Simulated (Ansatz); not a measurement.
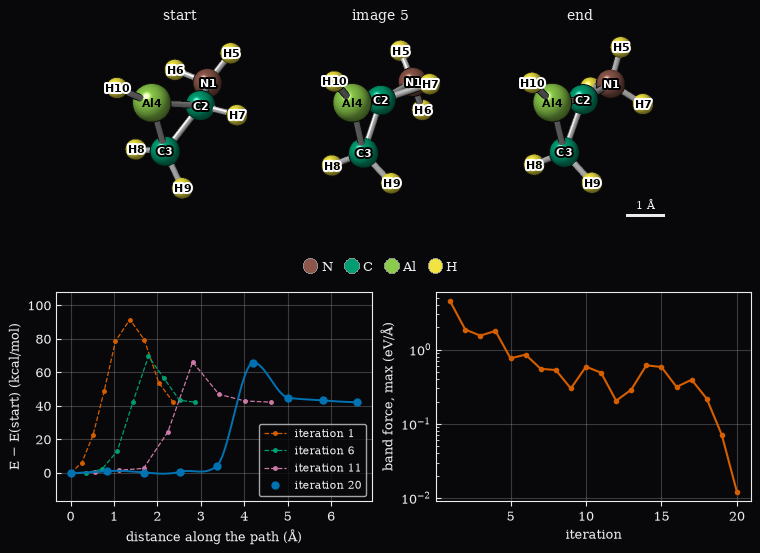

NEB run on C₂H₆AlN. Images are numbered from 0 (start) to 8 (end). The plot follows the band through its iterations. The picture is a ball-and-stick view, seen from a free direction.

Computed with Ansatz, UKS B3LYP-D4/def2-SVP. Set-up: 7 movable images; climbing image; force threshold 0.05 eV/Å; iteration limit 60; starting path through a guess of the saddle point.

Q: Did the band converge, and can the barrier be trusted?

A: The run is converged, with reservations. The band converged in 20 iterations. The largest component of the band force went from 4.5 to 0.012 eV/Å. The climbing image converged on the top of the path. Its vibrational analysis gives one imaginary mode (1554i cm⁻¹), as a transition state must have. The first iteration put the highest image at 91.6 kcal/mol. The energy climbs by 65.9 kcal/mol to image 5 and then falls by 23.6 kcal/mol, so the end point sits at +42.3 kcal/mol.
